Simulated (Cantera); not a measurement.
Feed: 1 mol FeCl₂, 5.4 mol H₂, a varied amount of N₂, equilibrated at 1927 °C and 0.0263 Torr.

These are equilibrium values from Cantera (NASA tables, ideal gas, pure condensed phases), not measurements of a reactor. Candidate condensed phases: Fe, FeCl₂, FeCl₃, NH₄Cl; 18 gas species. The numbers say what is thermodynamically allowed, not how fast it happens.

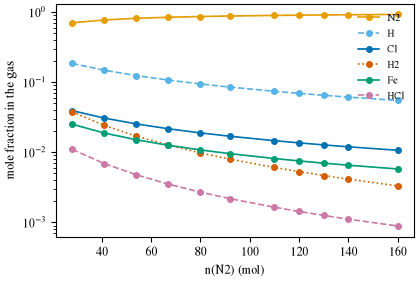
Figure. Equilibrium gas composition (values under 1e-9 drawn at 1e-9)

From 28 mol N₂ to 160 mol N₂ nothing is condensed. The main Fe-bearing gas is Fe throughout.
